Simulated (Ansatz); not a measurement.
Geometry relaxation of CH₆ClNOSi₂ (part 2 of 2)

Continued. System: CH₆ClNOSi₂. Method: RKS BHLYP-D4/def2-SVP (Ansatz 0.2.0). It belongs to a series of runs on one base structure; here: end point A relaxed.

Geometry of the input (Å):
```
Si -0.3652  -2.4311  0.2255
N  -0.3679  -0.6499  0.2091
C  0.6048  -0.1397  -0.4237
O  0.9251  1.1961  -0.5265
Si -0.1266  2.3501  0.0918
Cl 0.7459  4.1535  -0.4123
H  -0.4258  -2.8386  -1.1914
H  -1.5728  -2.8198  0.9506
H  0.8348  -2.8560  0.8946
H  1.4524  -0.6843  -0.9041
H  -1.4882  2.3448  -0.4902
H  -0.1394  2.3196  1.6107
```

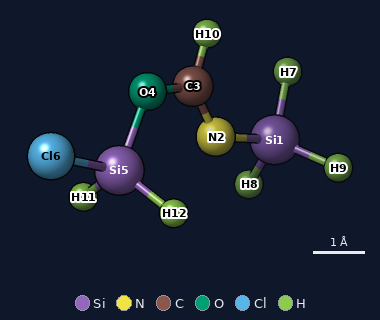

Figure 1. The geometry at step 11 of the log (ball-and-stick view, seen at a tilt; atoms are numbered from 1 in the order of the input).

**Trajectory as extended XYZ, continued**
```
12
Properties=species:S:1:pos:R:3:forces:R:3 step=5 energy=-32937.40539
Si   -0.4306   -2.2730    0.2721    0.0433   0.0918   0.0357
N    -0.0674   -0.5817    0.0704   -0.0501  -0.1254  -0.0567
C     0.8448   -0.0558   -0.6060   -0.0897   0.4032   0.1068
O     0.9877    1.2651   -0.6687   -0.2106   0.1420   0.1378
Si   -0.1520    2.2356    0.1631    0.3128  -0.3817  -0.2046
Cl    0.4560    4.1665   -0.2046    0.0000  -0.1188  -0.0033
H    -0.4173   -2.9921   -1.0277    0.0084   0.0090   0.0121
H    -1.7684   -2.3936    0.8822   -0.0110  -0.0088  -0.0210
H     0.5711   -2.8914    1.1714   -0.0095  -0.0420   0.0198
H     1.6086   -0.5665   -1.2020    0.0232  -0.0356  -0.0491
H    -1.4829    2.0463   -0.4206   -0.0158   0.0210   0.0035
H    -0.0725    1.9854    1.6044   -0.0009   0.0453   0.0191
12
Properties=species:S:1:pos:R:3:forces:R:3 step=6 energy=-32937.41328
Si   -0.4316   -2.2626    0.2751    0.0164   0.0279   0.0105
N    -0.0602   -0.5757    0.0548   -0.0618  -0.1287   0.0399
C     0.8536   -0.0462   -0.6160   -0.0426   0.2496   0.0285
O     0.9911    1.2725   -0.6756   -0.1341   0.0847   0.0977
Si   -0.1540    2.2146    0.1678    0.1987  -0.2056  -0.1231
Cl    0.4457    4.1449   -0.2037    0.0013  -0.0186  -0.0085
H    -0.4135   -2.9924   -1.0204    0.0138   0.0157   0.0381
H    -1.7794   -2.3705    0.8717    0.0400   0.0037  -0.0303
H     0.5563   -2.8902    1.1898   -0.0483   0.0253  -0.0236
H     1.6193   -0.5534   -1.2122    0.0291  -0.0517  -0.0408
H    -1.4887    2.0265   -0.4084   -0.0040  -0.0030   0.0145
H    -0.0617    1.9773    1.6112   -0.0085   0.0006  -0.0029
12
Properties=species:S:1:pos:R:3:forces:R:3 step=7 energy=-32937.41937
Si   -0.4323   -2.2407    0.2826   -0.0185  -0.0783   0.0395
N    -0.0502   -0.5623    0.0332    0.0214  -0.0687   0.0331
C     0.8511   -0.0351   -0.6588   -0.0420   0.0617   0.0235
O     0.9894    1.2812   -0.7131   -0.1008   0.0555   0.0771
Si   -0.1442    2.1860    0.1833    0.0903  -0.1633  -0.0453
Cl    0.4225    4.1256   -0.1854    0.0014   0.0276   0.0071
H    -0.3245   -3.0135   -0.9898    0.0053   0.0504   0.1307
H    -1.8227   -2.3292    0.7940    0.1500  -0.0036  -0.0777
H     0.4938   -2.8357    1.2900   -0.1260   0.0858  -0.1266
H     1.5998   -0.5482   -1.2751   -0.0243  -0.0037  -0.0075
H    -1.4975    1.9909   -0.3486    0.0300   0.0074   0.0051
H    -0.0080    1.9256    1.6219    0.0132   0.0292  -0.0589
12
Properties=species:S:1:pos:R:3:forces:R:3 step=8 energy=-32937.42412
Si   -0.4315   -2.2330    0.2865   -0.0215  -0.1961   0.0525
N    -0.0543   -0.5566    0.0279    0.0669  -0.0177  -0.0013
C     0.8349   -0.0338   -0.6847   -0.0268  -0.0470  -0.0087
O     0.9784    1.2808   -0.7389   -0.0800   0.0546   0.0633
Si   -0.1342    2.1754    0.1923    0.0518  -0.0849   0.0250
Cl    0.4139    4.1223   -0.1665    0.0168   0.0414  -0.0291
H    -0.2390   -3.0383   -0.9606   -0.0075   0.1068   0.1797
H    -1.8508   -2.3337    0.7185    0.2066   0.0090  -0.0794
H     0.4485   -2.7913    1.3588   -0.1689   0.1038  -0.1720
H     1.5655   -0.5551   -1.3200   -0.0804   0.0556   0.0406
H    -1.5017    1.9874   -0.3071    0.0541  -0.0100   0.0166
H     0.0474    1.9206    1.6279   -0.0111  -0.0156  -0.0875
12
Properties=species:S:1:pos:R:3:forces:R:3 step=9 energy=-32937.43030
Si   -0.4259   -2.2268    0.2926   -0.0378  -0.2822   0.0511
N    -0.0621   -0.5493    0.0292    0.1332  -0.0046  -0.0300
C     0.8048   -0.0292   -0.7142   -0.0424  -0.1128  -0.0627
O     0.9567    1.2838   -0.7660   -0.0454   0.0282   0.0686
Si   -0.1169    2.1736    0.2142    0.0096  -0.0881  -0.0625
Cl    0.4198    4.1210   -0.1737    0.0035  -0.0194   0.0433
H    -0.1101   -3.0604   -0.9184   -0.0449   0.1729   0.2652
H    -1.8778   -2.3502    0.6089    0.2805   0.0120  -0.0790
H     0.3762   -2.7347    1.4525   -0.1997   0.1124  -0.2508
H     1.5019   -0.5562   -1.3857   -0.1158   0.0990   0.1074
H    -1.4994    1.9854   -0.2431    0.0492   0.0145   0.0345
H     0.1099    1.8877    1.6377    0.0098   0.0682  -0.0851
12
Properties=species:S:1:pos:R:3:forces:R:3 step=10 energy=-32937.44065
Si   -0.4215   -2.2367    0.2945   -0.0113  -0.2339   0.0387
N    -0.0699   -0.5564    0.0328    0.1539   0.0212  -0.0789
C     0.7773   -0.0361   -0.7335   -0.0761  -0.0461   0.0251
O     0.9340    1.2776   -0.7851   -0.1208   0.0723   0.0848
Si   -0.1102    2.1820    0.2179    0.1457  -0.0990  -0.0213
Cl    0.4347    4.1297   -0.1603   -0.0195  -0.0395  -0.0348
H    -0.0151   -3.0770   -0.8827   -0.0654   0.1559   0.2349
H    -1.8847   -2.3826    0.5264    0.2348   0.0076  -0.0616
H     0.3177   -2.7088    1.5053   -0.1589   0.0789  -0.2193
H     1.4558   -0.5621   -1.4230   -0.1044   0.0769   0.0893
H    -1.5064    1.9960   -0.1946    0.0505   0.0244   0.0102
H     0.1654    1.9190    1.6362   -0.0284  -0.0187  -0.0670
12
Properties=species:S:1:pos:R:3:forces:R:3 step=11 energy=-32937.45981
Si   -0.4030   -2.2510    0.3037    0.0165   0.0348   0.0123
N    -0.0565   -0.5653    0.0728   -0.3210  -0.1344   0.2830
C     0.7197   -0.0367   -0.7477    0.3248   0.0076  -0.2714
O     0.8804    1.2751   -0.8106    0.0118   0.0609  -0.0311
Si   -0.0869    2.1949    0.2329   -0.0036   0.0302   0.0259
Cl    0.4605    4.1307   -0.1860    0.0051   0.0070  -0.0067
H     0.1453   -3.0680   -0.8106    0.0065  -0.0199   0.0067
H    -1.8680   -2.4267    0.3703    0.0066  -0.0143  -0.0140
H     0.2028   -2.6954    1.5780   -0.0194  -0.0090  -0.0017
H     1.3426   -0.5618   -1.4819    0.0077   0.0215  -0.0438
H    -1.4982    2.0283   -0.1207   -0.0401   0.0039   0.0192
H     0.2385    1.9206    1.6339    0.0050   0.0118   0.0216
12
Properties=species:S:1:pos:R:3:forces:R:3 step=12 energy=-32937.45128 accepted=F
Si   -0.4026   -2.2512    0.2950   -0.1876  -0.1308  -0.0343
N    -0.0974   -0.5660    0.0293    0.7530   0.3076  -0.3237
C     0.7215   -0.0391   -0.7749   -0.9204   0.0747   0.4198
O     0.8543    1.2803   -0.8386    0.1046  -0.2177   0.0937
Si   -0.0692    2.1925    0.2580   -0.0878   0.0765  -0.0838
Cl    0.4294    4.1304   -0.2287   -0.0105  -0.0563   0.0192
H     0.2367   -3.1110   -0.7380    0.0379   0.0471   0.0135
H    -1.8655   -2.4547    0.2478    0.0023  -0.0404   0.0032
H     0.0945   -2.6520    1.6291    0.0259   0.0457  -0.0036
H     1.3409   -0.5594   -1.5079    0.1728  -0.0454  -0.0406
H    -1.5071    2.0168    0.0164    0.0712   0.0054  -0.0148
H     0.3415    1.9582    1.6467    0.0385  -0.0663  -0.0487
12
Properties=species:S:1:pos:R:3:forces:R:3 step=13 energy=-32937.46547
Si   -0.4032   -2.2518    0.3027    0.0065   0.0029   0.0077
N    -0.0632   -0.5658    0.0686   -0.0965  -0.0246   0.0861
C     0.7101   -0.0374   -0.7606    0.0915   0.0018  -0.0826
O     0.8629    1.2760   -0.8269    0.0117   0.0114  -0.0045
Si   -0.0787    2.1958    0.2422   -0.0134   0.0161   0.0037
Cl    0.4514    4.1313   -0.2021    0.0016  -0.0014  -0.0029
H     0.2025   -3.0787   -0.7748    0.0047  -0.0072   0.0077
H    -1.8681   -2.4432    0.3036    0.0066  -0.0102  -0.0103
H     0.1462   -2.6768    1.6083   -0.0127  -0.0045   0.0005
H     1.3290   -0.5605   -1.4997    0.0001   0.0099  -0.0218
H    -1.5024    2.0268   -0.0617   -0.0083   0.0057   0.0109
H     0.2906    1.9290    1.6346    0.0083   0.0000   0.0054
12
Properties=species:S:1:pos:R:3:forces:R:3 step=14 energy=-32937.46835
Si   -0.3980   -2.2558    0.3048   -0.0251  -0.0636   0.0050
N    -0.0676   -0.5676    0.0718    0.0270   0.0253  -0.0133
C     0.6892   -0.0377   -0.7747   -0.0423  -0.0071  -0.0128
O     0.8377    1.2767   -0.8446    0.0040  -0.0201   0.0108
Si   -0.0682    2.2007    0.2519   -0.0133   0.0102   0.0212
Cl    0.4524    4.1333   -0.2165   -0.0048  -0.0044  -0.0029
H     0.2858   -3.0889   -0.7252   -0.0218   0.0346   0.0526
H    -1.8606   -2.4716    0.2125    0.0705   0.0044   0.0040
H     0.0713   -2.6596    1.6510   -0.0231   0.0176  -0.0617
H     1.2889   -0.5583   -1.5317    0.0055   0.0033   0.0126
H    -1.5044    2.0355    0.0020    0.0271   0.0046   0.0060
H     0.3507    1.9380    1.6326   -0.0039  -0.0048  -0.0216
12
Properties=species:S:1:pos:R:3:forces:R:3 step=15 energy=-32937.46906
Si   -0.3983   -2.2574    0.3036   -0.0138  -0.0467  -0.0049
N    -0.0803   -0.5678    0.0630    0.0808   0.0603  -0.0955
C     0.6726   -0.0376   -0.7889   -0.0351  -0.0115   0.1410
O     0.8242    1.2768   -0.8550   -0.0275  -0.0227   0.0027
Si   -0.0611    2.2024    0.2584   -0.0125   0.0031  -0.0038
Cl    0.4525    4.1345   -0.2206   -0.0040  -0.0095  -0.0026
H     0.3292   -3.0945   -0.6902   -0.0171   0.0254   0.0197
H    -1.8525   -2.4923    0.1689    0.0274  -0.0025  -0.0013
H     0.0319   -2.6420    1.6657   -0.0070   0.0160  -0.0186
H     1.2772   -0.5582   -1.5414   -0.0203  -0.0006  -0.0158
H    -1.5025    2.0399    0.0396    0.0277   0.0055  -0.0018
H     0.3840    1.9407    1.6309    0.0013  -0.0167  -0.0190
12
Properties=species:S:1:pos:R:3:forces:R:3 step=16 energy=-32937.46943
Si   -0.3968   -2.2587    0.3048    0.0143  -0.0111  -0.0021
N    -0.0809   -0.5682    0.0661    0.0621   0.0301  -0.0274
C     0.6668   -0.0378   -0.7888   -0.1044   0.0001  -0.0066
O     0.8141    1.2767   -0.8605    0.0100  -0.0077   0.0243
Si   -0.0570    2.2046    0.2616   -0.0046  -0.0132  -0.0169
Cl    0.4555    4.1351   -0.2232    0.0011  -0.0071   0.0063
H     0.3586   -3.0926   -0.6687   -0.0088   0.0066   0.0016
H    -1.8443   -2.5053    0.1382   -0.0008   0.0005  -0.0019
H     0.0061   -2.6319    1.6767   -0.0023  -0.0018   0.0050
H     1.2543   -0.5575   -1.5557    0.0222  -0.0012   0.0242
H    -1.4999    2.0465    0.0561    0.0062   0.0031  -0.0014
H     0.4005    1.9337    1.6276    0.0052   0.0019  -0.0051
12
Properties=species:S:1:pos:R:3:forces:R:3 step=17 energy=-32937.46970
Si   -0.3956   -2.2583    0.3059   -0.0046  -0.0063  -0.0083
N    -0.0802   -0.5678    0.0663    0.0082   0.0071  -0.0013
C     0.6659   -0.0374   -0.7891   -0.0082   0.0012  -0.0003
O     0.8151    1.2766   -0.8597   -0.0055  -0.0002   0.0036
Si   -0.0592    2.2038    0.2600    0.0026  -0.0087  -0.0107
Cl    0.4578    4.1342   -0.2196    0.0019   0.0006   0.0037
H     0.3496   -3.0910   -0.6762    0.0022   0.0028   0.0078
H    -1.8445   -2.5031    0.1473    0.0006   0.0014   0.0030
H     0.0147   -2.6337    1.6754    0.0008  -0.0008  -0.0043
H     1.2599   -0.5579   -1.5506    0.0007   0.0013   0.0061
H    -1.5011    2.0485    0.0477    0.0016  -0.0004   0.0023
H     0.3945    1.9307    1.6268   -0.0003   0.0021  -0.0016
```
